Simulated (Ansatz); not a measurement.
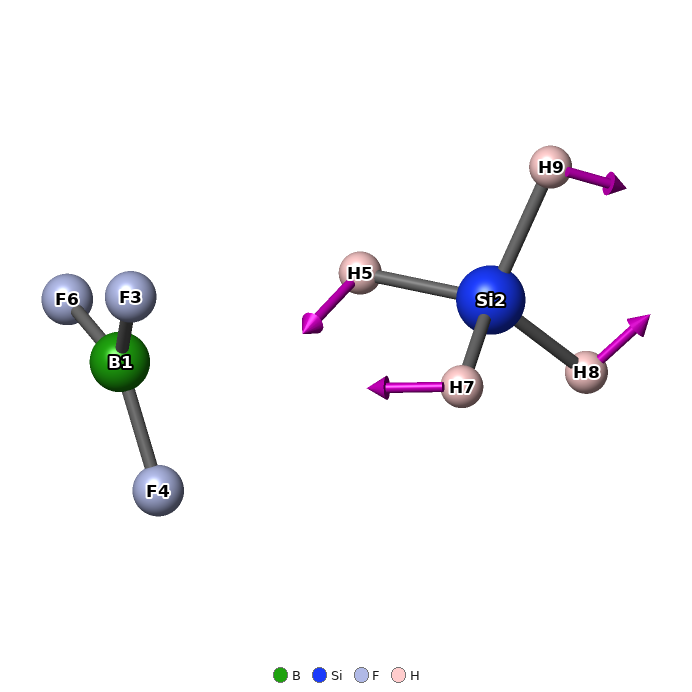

The arrows show one normal mode. Harmonic vibrations computed with RKS PBE0-D4/def2-TZVP (Ansatz 0.2.0) at a stationary point of the same level.

> What kind of motion is it?

Mostly H–Si–H bending.

> Estimate its harmonic wavenumber.

976 cm⁻¹; it is mode 15 of 21 counted from the lowest.
